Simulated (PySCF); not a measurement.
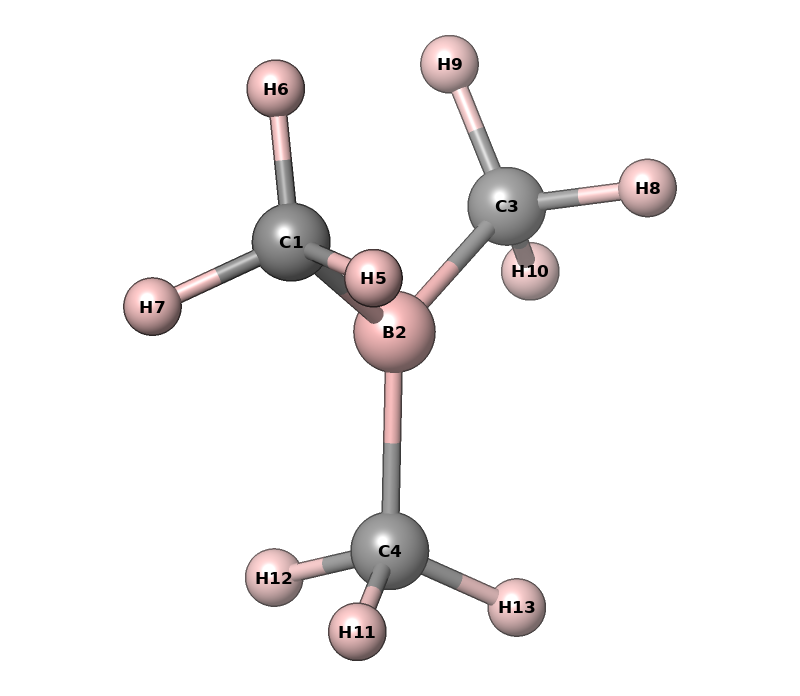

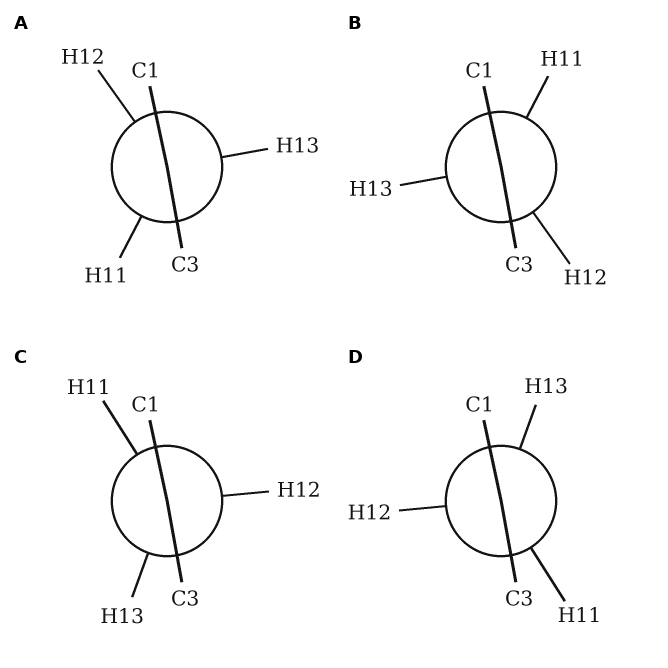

Atoms fade into the background with distance from the viewer. Bonds that would overlap in a projection are set slightly apart. The computed structure is the end point of a PBE0-D3(BJ)/def2-SVP optimisation. No frequency run is at hand to confirm it as a minimum.

Which Newman projection shows the view along B2–C4, with B2 in front?

C. The torsion angle C1–B2–C4–H11 is −20°, synperiplanar.
